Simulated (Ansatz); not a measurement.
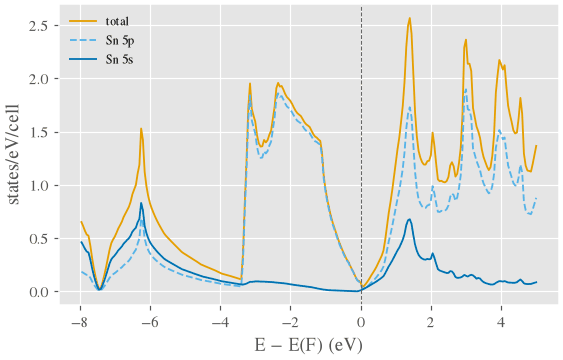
*Total and projected density of states of Sn (diamond, space group No. 227), the program Ansatz at the PBEsol level (PAW)*

Problem. Which orbitals carry the states next to the Fermi level?

Solution. Within 0.5 eV of the Fermi level: Sn 5p 81 %, Sn 5s 17 %. Projections are on Löwdin-orthogonalised atomic valence shells; empty p or d shells of many metals are not among them.

Problem. Where is the tallest occupied peak in this window, and what makes it?

Solution. Near -2.3 eV, about 2.0 states/eV per cell; the largest projected share is Sn 5p.

Space group Fd-3m (diamond). This is a known low-temperature phase of the composition, computed here at zero pressure and temperature. The PBEsol relaxation kept the symmetry of its start; its stability against distortions is not shown here. Spin–orbit coupling is left out wherever it is not named.

Potentials: the later of the program's two PAW sets.
